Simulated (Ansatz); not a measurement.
# ZrS2: response to strain

Take ZrS2 in the CdI2 type structure (space group P-3m1, No. 164; a = 3.674 Å, c = 5.860 Å; layered, stacked along the Cartesian z axis) as the base. Axes: x lies along a and z along c of the hexagonal cell.

Strains are applied to the cell and any free atomic positions relax; under biaxial strain the out-of-plane vector relaxes too.

Computed with Kohn–Sham DFT with the r2SCAN+rVV10 functional, run in Ansatz (an electronic-structure program) with PAW and 500 eV plane waves, spin-orbit coupling left out.

Notes on the quantities. in-plane stress: mean in-plane stress (compression positive).

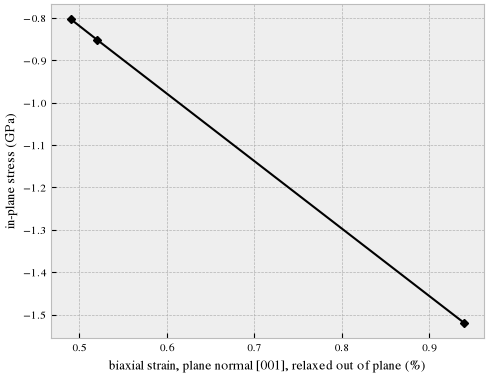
Figure. in-plane stress against biaxial strain, plane normal [001], relaxed out of plane

| biaxial strain, plane normal [001], relaxed out of plane (%) | in-plane stress |
|---|---|
| 0.49 | -0.8 GPa |
| 0.52 | -0.9 GPa |
| 0.94 | -1.5 GPa |

No phonon test of stability was made.
